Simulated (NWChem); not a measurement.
## SiHCl$_{2}$O: energy and gradient calculation (part 3 of 3)

The same run, continued: SiHCl$_{2}$O, multiplicity 2, SMILES O[Si](Cl)Cl; HF/3-21G, UHF (NWChem 7.3.0). The geometry comes from this level: GFN2-xTB.

Geometry of the input (Å):
```
O  -0.1001  1.1619  -0.1108
Si -0.4148  -0.3577  0.3719
Cl 1.3527  -1.3286  0.6819
Cl -1.4775  -1.1582  -1.1399
H  0.6396  1.6825  0.1968
```

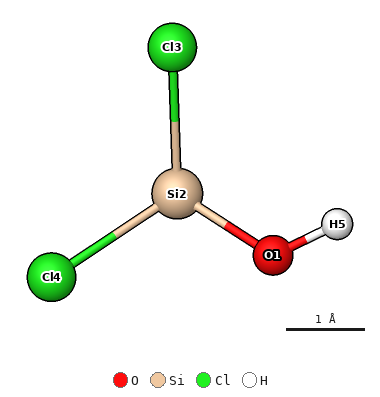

Figure 1. The structure as given in the input (ball-and-stick view, seen on its broad side; atoms are numbered from 1 in the order of the input).

### What the program printed, continued
```
 Vector   21  Occ=1.000000D+00  E=-6.426839D-01
              MO Center=  2.8D-01, -3.4D-01,  1.3D-01, r^2= 3.7D+00
   Bfn.  Coefficient  Atom+Function         Bfn.  Coefficient  Atom+Function
  ----- ------------  ---------------      ----- ------------  ---------------
     7      0.270786  1 O  px                29     -0.259923  3 Cl px
     3      0.237904  1 O  px                15      0.236235  2 Si s
     6     -0.224601  1 O  s                 32     -0.208572  3 Cl s
    28     -0.167052  3 Cl s                 33     -0.163831  3 Cl px

 Vector   22  Occ=1.000000D+00  E=-5.851071D-01
              MO Center= -5.2D-01, -1.5D-01, -3.8D-01, r^2= 3.5D+00
   Bfn.  Coefficient  Atom+Function         Bfn.  Coefficient  Atom+Function
  ----- ------------  ---------------      ----- ------------  ---------------
     9     -0.247609  1 O  pz                 8      0.244459  1 O  py
    44      0.238944  4 Cl pz                 5     -0.208147  1 O  pz
     4      0.200234  1 O  py                42      0.200642  4 Cl px
    17     -0.188916  2 Si py                45     -0.181570  4 Cl s
    30     -0.153136  3 Cl py

 Vector   23  Occ=1.000000D+00  E=-5.598933D-01
              MO Center= -1.5D-01,  5.5D-01, -6.3D-02, r^2= 2.3D+00
   Bfn.  Coefficient  Atom+Function         Bfn.  Coefficient  Atom+Function
  ----- ------------  ---------------      ----- ------------  ---------------
     9      0.393406  1 O  pz                 5      0.318726  1 O  pz
     7     -0.266028  1 O  px                 3     -0.213310  1 O  px
     8      0.171735  1 O  py                44      0.155103  4 Cl pz
    48      0.155754  4 Cl pz                 4      0.152354  1 O  py

 Vector   24  Occ=1.000000D+00  E=-5.244913D-01
              MO Center= -1.2D-01, -6.8D-01, -2.3D-01, r^2= 4.4D+00
   Bfn.  Coefficient  Atom+Function         Bfn.  Coefficient  Atom+Function
  ----- ------------  ---------------      ----- ------------  ---------------
    29      0.331986  3 Cl px                33      0.289254  3 Cl px
    43      0.283100  4 Cl py                47      0.235761  4 Cl py
    44      0.218702  4 Cl pz                48      0.204003  4 Cl pz
     7      0.202086  1 O  px                16     -0.181797  2 Si px
     3      0.158663  1 O  px                 6     -0.158711  1 O  s

 Vector   25  Occ=1.000000D+00  E=-5.030493D-01
              MO Center=  3.0D-01, -9.4D-01,  7.2D-04, r^2= 4.0D+00
   Bfn.  Coefficient  Atom+Function         Bfn.  Coefficient  Atom+Function
  ----- ------------  ---------------      ----- ------------  ---------------
    31      0.320326  3 Cl pz                30      0.295233  3 Cl py
    35      0.288477  3 Cl pz                34      0.268519  3 Cl py
     9     -0.235834  1 O  pz                43      0.235024  4 Cl py
    47      0.215814  4 Cl py                42     -0.205467  4 Cl px
     5     -0.176917  1 O  pz                46     -0.176873  4 Cl px

 Vector   26  Occ=1.000000D+00  E=-4.964691D-01
              MO Center=  3.9D-01, -8.1D-01,  1.4D-01, r^2= 4.0D+00
   Bfn.  Coefficient  Atom+Function         Bfn.  Coefficient  Atom+Function
  ----- ------------  ---------------      ----- ------------  ---------------
    30      0.346966  3 Cl py                34      0.288517  3 Cl py
    31     -0.285186  3 Cl pz                35     -0.253065  3 Cl pz
     8      0.219928  1 O  py                43      0.208083  4 Cl py
     7     -0.171924  1 O  px                26     -0.158820  3 Cl py
     4      0.156244  1 O  py                47      0.156928  4 Cl py

 Vector   27  Occ=1.000000D+00  E=-4.835224D-01
              MO Center= -5.9D-01, -1.2D+00, -5.5D-01, r^2= 3.7D+00
   Bfn.  Coefficient  Atom+Function         Bfn.  Coefficient  Atom+Function
  ----- ------------  ---------------      ----- ------------  ---------------
    42      0.314668  4 Cl px                44     -0.309930  4 Cl pz
    46      0.282003  4 Cl px                31      0.270703  3 Cl pz
    48     -0.260120  4 Cl pz                35      0.235651  3 Cl pz
    43      0.232878  4 Cl py                47      0.207898  4 Cl py
    30     -0.163586  3 Cl py                34     -0.161654  3 Cl py

 Vector   28  Occ=1.000000D+00  E=-4.770770D-01
              MO Center= -3.0D-01, -1.2D+00, -3.6D-01, r^2= 4.1D+00
   Bfn.  Coefficient  Atom+Function         Bfn.  Coefficient  Atom+Function
  ----- ------------  ---------------      ----- ------------  ---------------
    42      0.328046  4 Cl px                43     -0.326726  4 Cl py
    46      0.286455  4 Cl px                47     -0.267308  4 Cl py
    31      0.247872  3 Cl pz                30      0.230918  3 Cl py
    29      0.217559  3 Cl px                35      0.213234  3 Cl pz
    33      0.208233  3 Cl px                34      0.183732  3 Cl py

 Vector   29  Occ=0.000000D+00  E= 1.090277D-03
              MO Center= -6.7D-01, -5.2D-01,  8.1D-01, r^2= 2.9D+00
   Bfn.  Coefficient  Atom+Function         Bfn.  Coefficient  Atom+Function
  ----- ------------  ---------------      ----- ------------  ---------------
    19      0.948585  2 Si s                 22      0.321646  2 Si pz
    48     -0.315714  4 Cl pz                33      0.306902  3 Cl px
    32     -0.218831  3 Cl s                 11     -0.207747  2 Si s
    18      0.206774  2 Si pz                44     -0.200654  4 Cl pz
    45     -0.200170  4 Cl s                  9     -0.197698  1 O  pz

 Vector   30  Occ=0.000000D+00  E= 1.675183D-01
              MO Center= -3.9D-01, -5.2D-01,  4.2D-01, r^2= 4.2D+00
   Bfn.  Coefficient  Atom+Function         Bfn.  Coefficient  Atom+Function
  ----- ------------  ---------------      ----- ------------  ---------------
    21      1.116971  2 Si py                45      0.864365  4 Cl s
    22      0.776174  2 Si pz                19     -0.739406  2 Si s
    48      0.490340  4 Cl pz                46      0.436210  4 Cl px
    33     -0.386206  3 Cl px                32      0.379773  3 Cl s
     6     -0.264650  1 O  s                 17      0.258843  2 Si py

 Vector   31  Occ=0.000000D+00  E= 1.876022D-01
              MO Center= -1.6D-01, -2.7D-01,  5.6D-01, r^2= 4.2D+00
   Bfn.  Coefficient  Atom+Function         Bfn.  Coefficient  Atom+Function
  ----- ------------  ---------------      ----- ------------  ---------------
    20      1.479259  2 Si px                32     -0.916900  3 Cl s
    19      0.613809  2 Si s                 33      0.540590  3 Cl px
    34     -0.473746  3 Cl py                45      0.471969  4 Cl s
    22      0.364308  2 Si pz                16      0.286810  2 Si px
    48      0.272192  4 Cl pz                 7     -0.226535  1 O  px

 Vector   32  Occ=0.000000D+00  E= 2.018858D-01
              MO Center= -1.9D-01,  4.2D-01,  1.9D-02, r^2= 4.2D+00
   Bfn.  Coefficient  Atom+Function         Bfn.  Coefficient  Atom+Function
  ----- ------------  ---------------      ----- ------------  ---------------
     6      0.965694  1 O  s                 22      0.760714  2 Si pz
    50     -0.613025  5 H  s                 21     -0.554952  2 Si py
    19     -0.509963  2 Si s                 45      0.410945  4 Cl s
    47      0.332309  4 Cl py                32     -0.259292  3 Cl s
    20      0.257812  2 Si px                18      0.240919  2 Si pz

 Vector   33  Occ=0.000000D+00  E= 3.027691D-01
              MO Center=  2.6D-01,  8.9D-01,  3.1D-01, r^2= 4.1D+00
   Bfn.  Coefficient  Atom+Function         Bfn.  Coefficient  Atom+Function
  ----- ------------  ---------------      ----- ------------  ---------------
    50      1.348996  5 H  s                 21     -0.920570  2 Si py
     8     -0.508606  1 O  py                 7     -0.486809  1 O  px
    22      0.469863  2 Si pz                19     -0.402477  2 Si s
    15     -0.309520  2 Si s                 47      0.239428  4 Cl py
    16     -0.222174  2 Si px                 4     -0.187674  1 O  py

 Vector   34  Occ=0.000000D+00  E= 4.080208D-01
              MO Center= -2.9D-01, -7.2D-01, -1.3D-01, r^2= 3.4D+00
   Bfn.  Coefficient  Atom+Function         Bfn.  Coefficient  Atom+Function
  ----- ------------  ---------------      ----- ------------  ---------------
    19      2.461353  2 Si s                 15     -1.775898  2 Si s
    22     -0.643894  2 Si pz                45     -0.561781  4 Cl s
    21     -0.440034  2 Si py                32     -0.428031  3 Cl s
    17      0.416342  2 Si py                50     -0.326998  5 H  s
    18      0.202193  2 Si pz                33      0.192845  3 Cl px

 Vector   35  Occ=0.000000D+00  E= 4.690891D-01
              MO Center= -3.9D-01, -2.4D-01,  4.3D-01, r^2= 3.6D+00
   Bfn.  Coefficient  Atom+Function         Bfn.  Coefficient  Atom+Function
  ----- ------------  ---------------      ----- ------------  ---------------
    20     -1.300674  2 Si px                16      1.232488  2 Si px
    18      0.648175  2 Si pz                50      0.579578  5 H  s
    22     -0.512747  2 Si pz                19     -0.453880  2 Si s
    32      0.436780  3 Cl s                 12     -0.306413  2 Si px
    45     -0.291121  4 Cl s                 15      0.173042  2 Si s

 Vector   36  Occ=0.000000D+00  E= 4.733896D-01
              MO Center= -6.4D-01, -2.0D-01,  8.0D-01, r^2= 3.0D+00
   Bfn.  Coefficient  Atom+Function         Bfn.  Coefficient  Atom+Function
  ----- ------------  ---------------      ----- ------------  ---------------
    18      1.135517  2 Si pz                22     -1.023636  2 Si pz
    16     -0.575395  2 Si px                20      0.529072  2 Si px
    15      0.381764  2 Si s                 19     -0.366739  2 Si s
    17      0.352383  2 Si py                21     -0.314102  2 Si py
    14     -0.292062  2 Si pz

 Vector   37  Occ=0.000000D+00  E= 5.879804D-01
              MO Center= -3.8D-01, -4.1D-02,  3.0D-01, r^2= 2.6D+00
   Bfn.  Coefficient  Atom+Function         Bfn.  Coefficient  Atom+Function
  ----- ------------  ---------------      ----- ------------  ---------------
    17      1.438676  2 Si py                21     -1.033074  2 Si py
    15      0.653691  2 Si s                  8      0.455361  1 O  py
    19     -0.424136  2 Si s                 18     -0.396906  2 Si pz
    13     -0.343134  2 Si py                22      0.297229  2 Si pz
    16      0.278866  2 Si px                20     -0.200507  2 Si px

 Vector   38  Occ=0.000000D+00  E= 7.490563D-01
              MO Center=  1.2D+00, -1.5D+00,  4.0D-01, r^2= 4.4D+00
   Bfn.  Coefficient  Atom+Function         Bfn.  Coefficient  Atom+Function
  ----- ------------  ---------------      ----- ------------  ---------------
    32     -1.328467  3 Cl s                 28      1.240459  3 Cl s
    45      0.755830  4 Cl s                 29      0.651570  3 Cl px
    41     -0.622218  4 Cl s                 33     -0.556544  3 Cl px
    43      0.299612  4 Cl py                24     -0.274335  3 Cl s
    20      0.271644  2 Si px                35     -0.253810  3 Cl pz

 Vector   39  Occ=0.000000D+00  E= 7.560774D-01
              MO Center= -1.1D+00, -1.2D+00, -8.4D-01, r^2= 5.0D+00
   Bfn.  Coefficient  Atom+Function         Bfn.  Coefficient  Atom+Function
  ----- ------------  ---------------      ----- ------------  ---------------
    41      0.995032  4 Cl s                 45     -0.977063  4 Cl s
    42     -0.715451  4 Cl px                46      0.699438  4 Cl px
    31      0.539716  3 Cl pz                35     -0.524733  3 Cl pz
    44     -0.382345  4 Cl pz                48      0.339933  4 Cl pz
    30      0.281131  3 Cl py                33     -0.267493  3 Cl px

 center of mass
 --------------
 x =  -0.27831274 y =  -1.26104516 z =  -0.11810419

 moments of inertia (a.u.)
 ------------------
         538.662069281776          39.015479805519        -307.415334029815
          39.015479805519         744.852442116998         -15.149419436493
        -307.415334029815         -15.149419436493         816.729494099623

  Mulliken analysis of the total density
  --------------------------------------

    Atom       Charge   Shell Charges
 -----------   ------   -------------------------------------------------------
    1 O    8     8.85   1.99  0.41  2.12  1.47  2.86
    2 Si  14    12.71   2.00  1.97  5.87  0.77  1.37  0.36  0.37
    3 Cl  17    17.46   2.00  1.96  5.91  1.11  3.04  0.94  2.50
    4 Cl  17    17.43   2.00  1.96  5.91  1.11  3.05  0.94  2.46
    5 H    1     0.56   0.41  0.15

  Mulliken analysis of the alpha density
  --------------------------------------

    Atom       Charge   Shell Charges
 -----------   ------   -------------------------------------------------------
    1 O    8     4.46   0.99  0.20  1.09  0.74  1.44
    2 Si  14     6.76   1.00  0.99  2.94  0.44  0.82  0.34  0.25
    3 Cl  17     8.76   1.00  0.98  2.95  0.56  1.56  0.46  1.25
    4 Cl  17     8.74   1.00  0.98  2.95  0.56  1.56  0.46  1.23
    5 H    1     0.28   0.20  0.08

   Mulliken analysis of the beta density
   -------------------------------------

    Atom       Charge   Shell Charges
 -----------   ------   -------------------------------------------------------
    1 O    8     4.39   0.99  0.20  1.04  0.74  1.43
    2 Si  14     5.94   1.00  0.98  2.93  0.33  0.55  0.03  0.12
    3 Cl  17     8.70   1.00  0.98  2.95  0.55  1.48  0.48  1.25
    4 Cl  17     8.68   1.00  0.98  2.95  0.55  1.49  0.48  1.23
    5 H    1     0.28   0.20  0.08

   Mulliken analysis of the spin density
   -------------------------------------

    Atom       Charge   Shell Charges
 -----------   ------   -------------------------------------------------------
    1 O    8     0.07   0.00  0.00  0.05  0.00  0.01
    2 Si  14     0.82   0.00  0.01  0.01  0.10  0.27  0.31  0.13
    3 Cl  17     0.06   0.00  0.00  0.00  0.01  0.07 -0.02 -0.00
    4 Cl  17     0.06   0.00  0.00  0.00  0.01  0.07 -0.02 -0.00
    5 H    1    -0.00  -0.00 -0.00

       Multipole analysis of the density wrt the origin
       ------------------------------------------------

     L   x y z        total         alpha         beta         nuclear
     -   - - -        -----         -----         ----         -------
     0   0 0 0     -0.000000    -29.000000    -28.000000     57.000000

     1   1 0 0      0.189827      8.341458      7.135477    -15.287108
     1   0 1 0      0.847968     35.184373     34.270003    -68.606408
     1   0 0 1      0.958973      2.867487      4.266317     -6.174831

     2   2 0 0    -36.218769   -147.399484   -142.789733    253.970448
     2   1 1 0      2.891923     -0.312982      0.486217      2.718687
     2   1 0 1     -3.062451    -76.441287    -77.924796    151.303632
     2   0 2 0    -34.774895   -140.784482   -137.656782    243.666369
     2   0 1 1      0.676074     -7.155496     -8.164223     15.995792
     2   0 0 2    -34.552031    -77.029682    -72.042180    114.519832

                              NWChem Gradients Module
                              -----------------------

                                    Cl2HOSi hf

  wavefunction    =   UHF

                         UHF ENERGY GRADIENTS

    atom               coordinates                        gradient
                 x          y          z           x          y          z
   1 O      -0.189067   2.195710  -0.209344   -0.005316  -0.017929   0.001496
   2 Si     -0.783839  -0.675974   0.702846    0.023732  -0.024637  -0.036046
   3 Cl      2.556289  -2.510690   1.288699   -0.045017   0.026931  -0.008167
   4 Cl     -2.792146  -2.188605  -2.154099    0.030937   0.026651   0.041791
   5 H       1.208744   3.179558   0.371879   -0.004335  -0.011016   0.000926

                 ----------------------------------------
                 |  Time  |  1-e(secs)   |  2-e(secs)   |
                 ----------------------------------------
                 |  CPU   |       0.00   |       0.44   |
                 ----------------------------------------
                 |  WALL  |       0.00   |       0.44   |
                 ----------------------------------------

 Task  times  cpu:        2.2s     wall:        2.2s
 Total times  cpu:        2.2s     wall:        2.2s
```

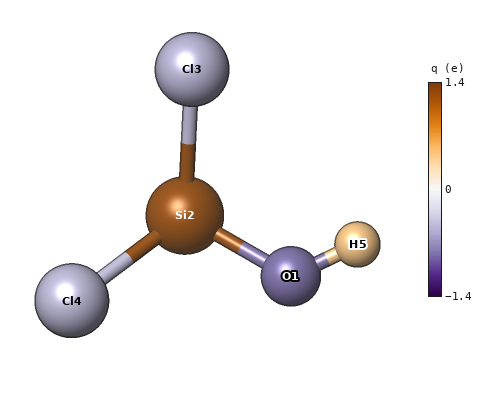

Figure 2. Mulliken charges, as the colour of each atom (ball-and-stick view, seen on its broad side; atoms are numbered from 1 in the order of the input). By element: O −0.85, Si +1.29, Cl −0.46 to −0.43 and H +0.44 e.

### Results in brief

```json
{"quantity": "outcome", "value": "converged"}
{"quantity": "total energy", "value": "−1277.101454 hartree"}
{"quantity": "basis functions", "value": "50"}
{"quantity": "largest force", "value": "3.005 eV/Å"}
{"quantity": "⟨S²⟩", "value": "0.754"}
{"quantity": "dipole moment", "value": "3.29 D"}
{"quantity": "hardware", "value": "1 thread of AMD EPYC (Zen 5), 16 GiB of memory available, shared host"}
{"quantity": "wall time", "value": "2.8 s"}
{"quantity": "peak memory", "value": "0.099 GiB"}
```
